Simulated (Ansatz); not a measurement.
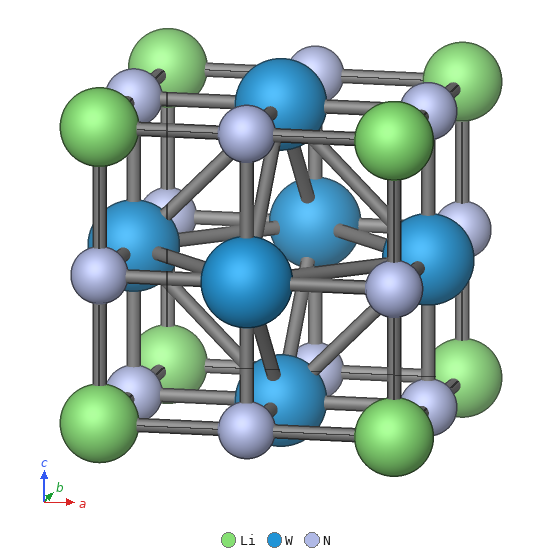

Structure drawing (ball-and-stick), viewed slightly off an axis. The edges of the conventional unit cell are marked.

LiW3N3, space group Pm-3m (No. 221), a = 4.173 Å, b = 4.173 Å, c = 4.173 Å, α = 90.00°, β = 90.00°, γ = 90.00°. The cell started as a structure type filled with these elements by a generator (whether the compound takes this form wasn't checked). Earlier steps of the study may have refined or changed the cell and positions. Ansatz was used for an electronic-structure calculation on it.

This one geometry was computed with Ansatz (DFT, plane waves, PAW) at three levels of theory: PBE with spin-orbit coupling, PBE and r2SCAN.

Which level gives the highest pressure at this volume, and what does that say about its equilibrium volume?

Answer. Highest: PBE with spin-orbit coupling (-0.1 GPa) and PBE (0.0 GPa), which points to the largest equilibrium volume. Lowest, with the smallest volume: r2SCAN (-5.0 GPa). Levels within 0.5 GPa of each other can't be told apart.

How does the band gap change with the level of theory?

Answer. All levels give a metal.

Collect the results in a table.

Answer.
| level | cutoff (eV) | k-mesh of the run's cell | gap (eV) | pressure (GPa) |
| --- | --- | --- | --- | --- |
| PBE with spin-orbit coupling | 420 | 10×10×10 | metal | -0.1 |
| PBE | 420 | 10×10×10 | metal | 0.0 |
| r2SCAN | 500 | 10×10×10 | metal | -5.0 |

Gaps are taken on the k-mesh or band path of each run.
